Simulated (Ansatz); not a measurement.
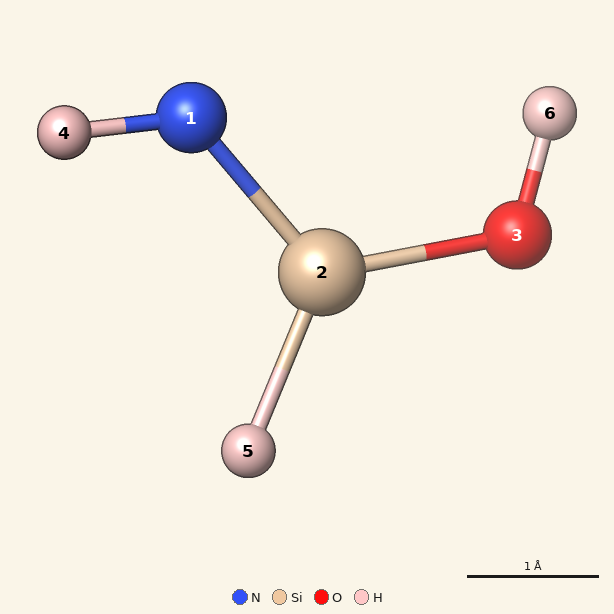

The picture comes from a calculation with Ansatz.

Orthographic view. Distant atoms are faded towards the background colour. Geometry: moved along internal coordinates away from the minimum.

Give the geometry as a Z-matrix, atoms in numerical order, with these reference atoms: 2 to 1; 3 to 2, 1; 4 to 1, 2, 3; 5 to 2, 3, 1; 6 to 3, 2, 5.

```
N  
Si   1   1.580
O    2   1.565   1   121.0
H    1   1.008   2   125.0   3   180.0
H    2   1.478   3   122.9   1   180.0
H    3   0.962   2   115.1   5   180.0
```
